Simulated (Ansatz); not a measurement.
# Calculations on GeH3O2F3

### Relaxation

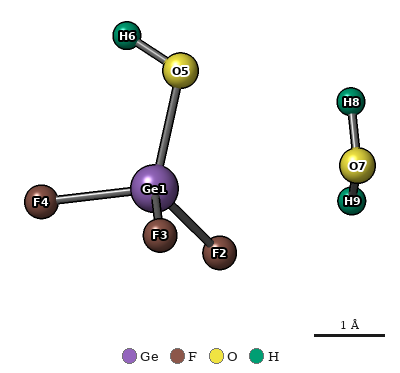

This is the input geometry for a relaxation of GeH3O2F3. A ball-and-stick model, seen at a tilt.

The run prepares an end point of a later path (reaction) calculation, from a guessed geometry.

All numbers below come from Ansatz, RKS PBE0-D4/def2-SVP.

Input
```yaml
crystal:
  periodic: [false, false, false]
  atoms:
    - { symbol: Ge, position_ang: [-0.103943, 0.078332, 0.005945] }
    - { symbol: F, position_ang: [0.18498, 0.25441, 1.671262] }
    - { symbol: F, position_ang: [1.326739, 0.37896, -0.861605] }
    - { symbol: F, position_ang: [-1.190816, 1.33828, -0.410387] }
    - { symbol: O, position_ang: [-0.89741, -1.425215, -0.361487] }
    - { symbol: H, position_ang: [-1.769693, -1.265127, -0.748416] }
    - { symbol: O, position_ang: [1.474551, -2.122776, 1.194757] }
    - { symbol: H, position_ang: [0.736084, -2.718573, 1.009558] }
    - { symbol: H, position_ang: [1.159206, -1.60869, 1.971374] }
basis:
  gaussian: { orbitals: def2-SVP }
hamiltonian:
  xc: pbe0
  dispersion: d4
relax:
  f_tol: 0.03
  max_steps: 50
```

Launched with:
```bash
ansatz run input.yaml --threads 4 --pin off --max-ram 5120MiB --backend cpu --events-out ev --progress --plain --runs-dir out
```

Predict the outcome.

Answer. The energy falls by 0.336 eV in 6 accepted moves (9 points after the start). Largest force component: 0.66 eV/Å at the start, 0.017 eV/Å at the end. The line search rejected the trial steps at points 4, 6, 8 of the run. O7 moves most after the best rigid fit: 0.50 Å. Largest moves by element: O 0.50 Å, H 0.29 Å, Ge 0.27 Å, F 0.27 Å. Among the contacts that change: Ge1–O7 2.958 → 2.189 Å, Ge1–F2 1.699 → 1.730 Å, Ge1–O5 1.739 → 1.758 Å, Ge1–F4 1.715 → 1.734 Å. New bonds form, among them: Ge1–O7 (2.96 → 2.19 Å). Among the angles between lasting bonds that change: F4–Ge1–O5 107.1° → 99.1°, F2–Ge1–F4 105.6° → 99.4°, F2–Ge1–O5 112.0° → 118.2°.

The structure at the end:

```xyz
9

Ge    0.0130   -0.1229    0.1489
F     0.0997    0.3465    1.8114
F     1.4299    0.2519   -0.7373
F    -1.0488    1.1149   -0.4395
O    -0.9481   -1.5357   -0.2663
H    -1.7493   -1.2555   -0.7274
O     1.2226   -1.7607    0.9529
H     0.6376   -2.5225    0.8211
H     1.2630   -1.6063    1.9072
```

After the run, drawn alike:

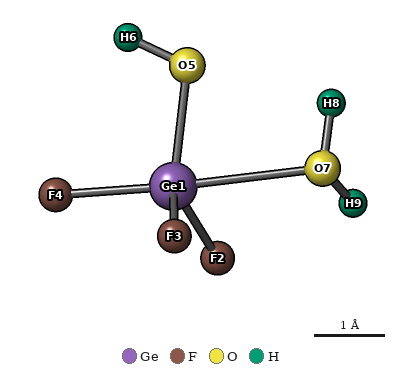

### Relaxation

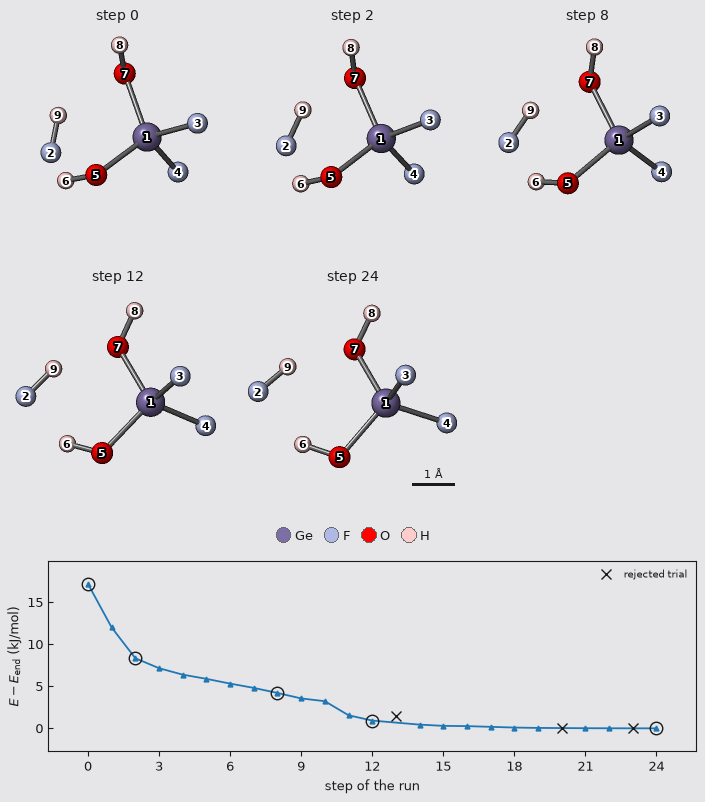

Frames of a relaxation of GeH$_{3}$O$_{2}$F$_{3}$, marked on the history of the run. The picture is a ball-and-stick view, seen at a tilt.

The run prepares an end point of a later path (reaction) calculation, from a guessed geometry.

Method: Ansatz 0.2.0, RKS PBE0-D4/def2-SVP.

Input
```yaml
crystal:
  periodic: [false, false, false]
  atoms:
    - { symbol: Ge, position_ang: [0.354989, -0.44501, -0.366442] }
    - { symbol: F, position_ang: [-1.016054, -0.703421, 2.156178] }
    - { symbol: F, position_ang: [1.137572, -0.55024, -1.887737] }
    - { symbol: F, position_ang: [0.292058, 1.209093, 0.061575] }
    - { symbol: O, position_ang: [-1.205389, -1.175218, -0.565773] }
    - { symbol: H, position_ang: [-1.638783, -1.197861, 0.300871] }
    - { symbol: O, position_ang: [1.390362, -1.202445, 0.846456] }
    - { symbol: H, position_ang: [1.771197, -2.035163, 0.536082] }
    - { symbol: H, position_ang: [-0.166252, -0.990135, 2.389789] }
basis:
  gaussian: { orbitals: def2-SVP }
hamiltonian:
  xc: pbe0
  dispersion: d4
relax:
  f_tol: 0.03
  max_steps: 50
```

Launched with:
```bash
ansatz run input.yaml --threads 4 --pin off --max-ram 5120MiB --backend cpu --events-out ev --progress --plain --runs-dir out
```

**Describe the path.**

The largest move after the best rigid fit is that of F2, 1.15 Å. Largest moves by element: F 1.15 Å, H 1.00 Å, O 0.91 Å, Ge 0.16 Å. Some distances before and after: F2–H9 0.927 → 0.947 Å, Ge1–O5 1.734 → 1.720 Å, O5–H6 0.969 → 0.979 Å, Ge1–O7 1.765 → 1.771 Å. Bond angles that change, for instance: F3–Ge1–O5 106.4° → 114.7°, O5–Ge1–O7 115.2° → 108.3°, F4–Ge1–O7 105.3° → 109.9°. Groups turn about Ge1–O7 by about 85°, Ge1–O5 by about 70°. The energy falls by 17.2 kJ/mol in 21 accepted moves (24 points after the start). Largest force component: 0.31 eV/Å at the start, 0.0062 eV/Å at the end. The line search rejected the trial steps at points 13, 20, 23 of the run. The forces were under the threshold at step 19, but the run went on from there. The run took 45 s on 4 threads of Arm Neoverse V2, with other jobs on the host, peak memory 0.3 GiB. From step 0 to 2: H9 moves most (0.39 Å), energy −8.85 kJ/mol. From step 2 to 8: F2 moves most (0.36 Å), energy −4.13 kJ/mol. From step 8 to 12: H8 moves most (0.50 Å), energy −3.29 kJ/mol. From step 12 to 24: F2 moves most (0.33 Å), energy −0.92 kJ/mol.

```tsv
step	E − E(0), kJ/mol	largest force component, eV/Å	note
0	0.00	0.3102	
1	-5.19	0.9710	
2	-8.85	0.5973	
3	-10.03	0.5071	
4	-10.80	0.0779	
5	-11.30	0.1409	
6	-11.86	0.3825	
7	-12.37	0.2690	
8	-12.98	0.1244	
9	-13.63	0.4734	
10	-13.96	0.5025	
11	-15.63	0.1559	
12	-16.26	0.0867	
13	-15.70	0.8985	rejected
14	-16.74	0.1047	
15	-16.89	0.1614	
16	-16.92	0.1381	
17	-17.01	0.0783	
18	-17.09	0.0308	
19	-17.13	0.0134	
20	-17.12	0.1644	rejected
21	-17.17	0.0354	
22	-17.18	0.0447	
23	-17.17	0.0241	rejected
24	-17.19	0.0062
```

### Path

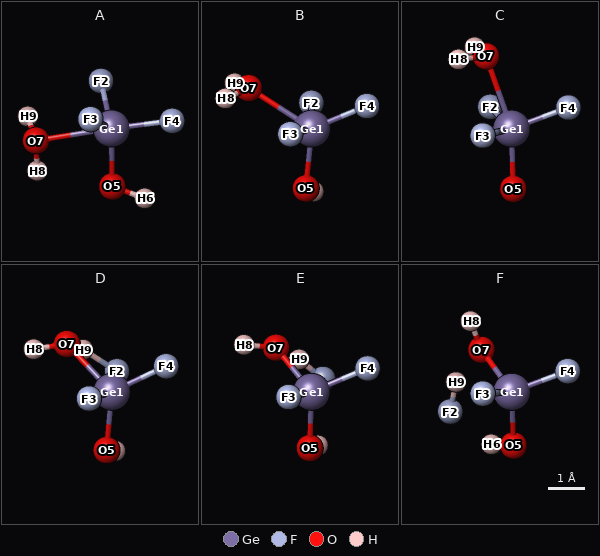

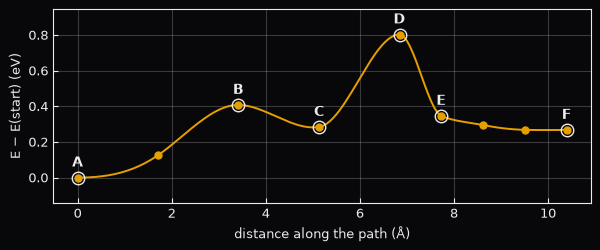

NEB run on GeH$_{3}$O$_{2}$F$_{3}$. Images are numbered from 0 (start) to 8 (end). Frames A to F are images 0, 2, 3, 4, 5, 8. The picture is a ball-and-stick view, seen at a tilt.

Theory: Ansatz, RKS PBE0-D4/def2-SVP. Run with 7 movable images; climbing image; force threshold 0.03 eV/Å; iteration limit 60; starting path through a guess of the saddle point.

Q: What happens along the path, and what is the barrier?

A: The path has more than one stage, and so few images may leave a stage unresolved. Breaking: Ge1–F2 (1.73 → 2.04 at the top → 3.21 Å), O7–H9 (0.97 → 1.15 at the top → 1.67 Å). Forming: F2–H9 (2.28 → 1.21 at the top → 0.95 Å). The energy climbs by 0.80 eV to image 4 and then falls by 0.54 eV, so the end point sits at +0.27 eV. The profile has 2 maxima (images 2, 4) with a dip at image 3 (+0.28 eV), so the process runs in steps. The band converged in 33 iterations. The largest component of the band force went from 310 to 0.024 eV/Å. The climbing image converged on the top of the path. Its vibrational analysis gives one imaginary mode (616i cm⁻¹), as a transition state must have.
